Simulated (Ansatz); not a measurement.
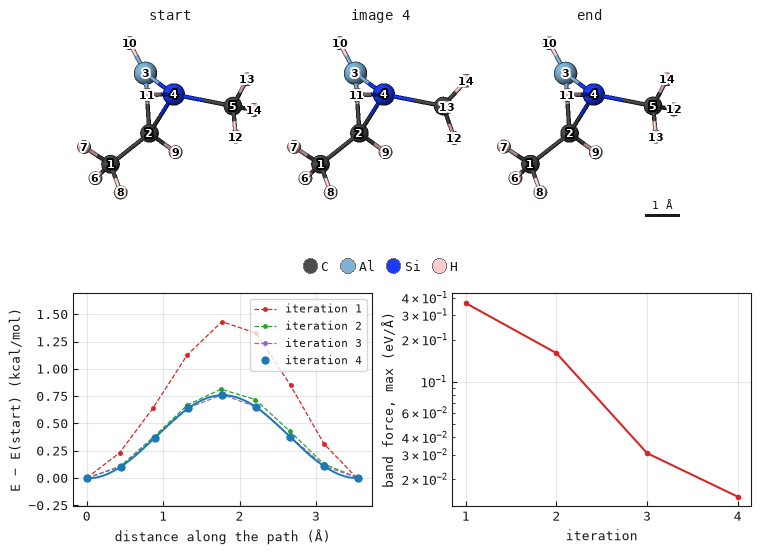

A nudged-elastic-band calculation for C3H9AlSi. Images are numbered from 0 (start) to 8 (end). The plot follows the band through its iterations. A ball-and-stick model, seen at a tilt.

These are results of RKS PBE0-D4/STO-3G in Ansatz 0.2.0, not measurements. Set-up: 7 movable images; climbing image; force threshold 0.03 eV/Å; iteration limit 60; starting path by image-dependent pair potential.

Q: Did the band converge, and can the barrier be trusted?

A: The result is final at these settings. The band converged in 4 iterations. The largest component of the band force went from 0.37 to 0.015 eV/Å. The climbing image converged on the top of the path. Its vibrational analysis gives one imaginary mode (114i cm⁻¹), as a transition state must have. The first iteration put the highest image at 1.43 kcal/mol. The barrier is about 0.76 kcal/mol in both directions, with image 4 at the top; the ends have the same energy.

Limits of the set-up: STO-3G is a minimal basis, so the numbers are rough.
